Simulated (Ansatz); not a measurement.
Input file:

```
crystal:
  lattice:
    - [-2.7406506235, 2.7406506235, 5.4629706638]
    - [2.7406506235, -2.7406506235, 5.4629706638]
    - [2.7406506235, 2.7406506235, -5.4629706638]
  atoms:
    - { symbol: Be, position: [0.0, 0.0, 0.0] }
    - { symbol: Zn, position: [0.25, 0.75, 0.5] }
    - { symbol: Zn, position: [0.75, 0.25, 0.5] }
    - { symbol: Zn, position: [0.5, 0.5, 0.0] }
    - { symbol: Se, position: [0.3505827525, 0.8851649506, 0.0] }
    - { symbol: Se, position: [0.1148350494, 0.1148350494, 0.4654178019] }
    - { symbol: Se, position: [0.6494172475, 0.6494172475, 0.5345821981] }
    - { symbol: Se, position: [0.8851649506, 0.3505827525, 0.0] }
basis:
  ecutwfc: 420
kpoints:
  mp_grid: { grid: [8, 8, 8] }
hamiltonian:
  xc: pbe
scf:
  occupations: { method: gaussian, width: 0.02 }
output:
  forces: true
  stress: true
  eigenvalues: true
  write_density: true
  write_potential: true
  elf: true
  volumetric_format: npy
relax:
  adjacent_minimum: "off"
  f_tol: 0.01
  max_steps: 30
  cell: { stress_tol: 0.1, fix: [volume] }
```

Run with:

```sh
ansatz run input.yaml --threads 1 --pin off --max-ram 2560MiB --backend cpu --events-out ev --progress --plain --runs-dir out
```

Below, planes, directions and counts refer to the conventional cell (a = 5.48 Å, b = 5.48 Å, c = 10.92 Å, α = 90.00°, β = 90.00°, γ = 90.00°).

The fields are those of the relaxed geometry.

Space group I-42m; a generated structure, not necessarily the stable one; changed on purpose from its base cell (volume × 0.94, shape and atoms relaxed); computed pressure about 4 GPa in this cell.

Computed with DFT PBE, scalar-relativistic, plane waves, PAW (Ansatz 0.2.0).

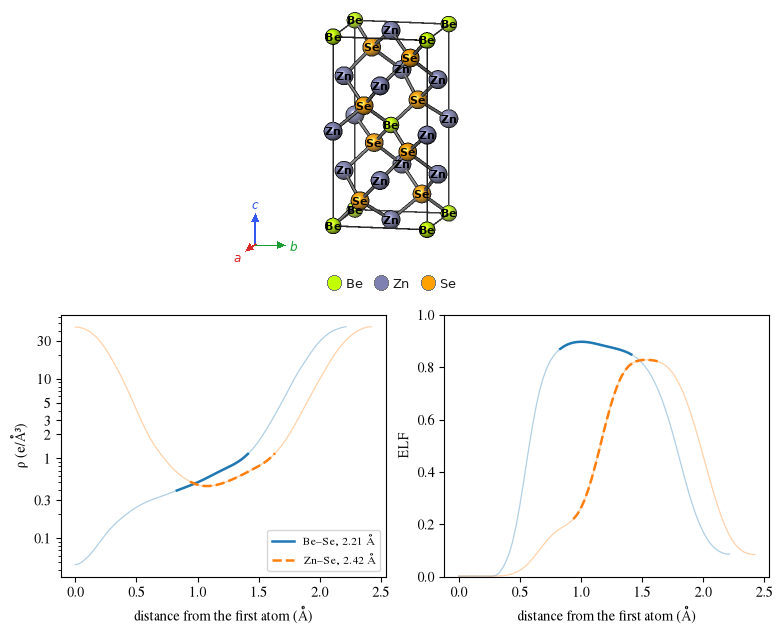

BeZn$_{3}$Se$_{4}$. Valence electron density and electron localisation function along straight lines between neighbouring atoms. Thin, pale parts lie inside the atomic spheres. The structure is drawn too.

Core electrons are frozen (PAW), and the valence fields are smoothed inside the atomic spheres.

Question: What can be read from the curves?

Answer: Be–Se (2.21 Å): the density is about 0.6 e/Å³ at the midpoint; the ELF peaks at about 0.90 between the atoms; a shared but strongly polarised pair.
Zn–Se (2.42 Å): ρ at the midpoint is about 0.49 e/Å³; the ELF is about 0.60 at the midpoint.
